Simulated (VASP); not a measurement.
Here is the system:

```
NaI
1.0
    0.00000     3.26377     3.26377
    3.26377     0.00000     3.26377
    3.26377     3.26377     0.00000
Na I
1 1
Direct
  0.00000   0.00000   0.00000
  0.50000   0.50000   0.50000
```

All values below come from PW91 GGA, VASP's PBE PAW potentials (set 64) (plane waves; VASP). Run with 520 eV cut-off, 8×8×8 Γ-centred mesh, tetrahedra with Blöchl corrections, potentials Na_pv I.

Unless said otherwise, spin-orbit coupling is left out, though it shifts the bands of the heavy elements here.

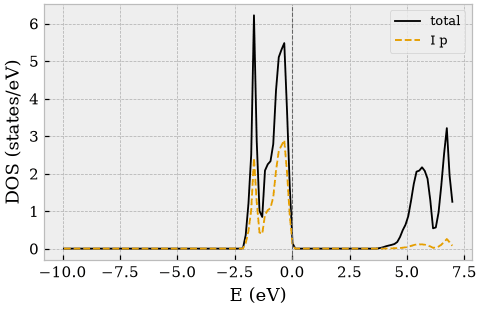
*Total and projected density of states, zero at the valence-band maximum*

Within 2 eV below the valence-band maximum the largest weight inside VASP's projection spheres is I p.

The gap is direct, 3.60 eV, from the valence maximum at Γ to the conduction minimum at Γ.

The compound is NaI in the rock salt structure. It was relaxed first.
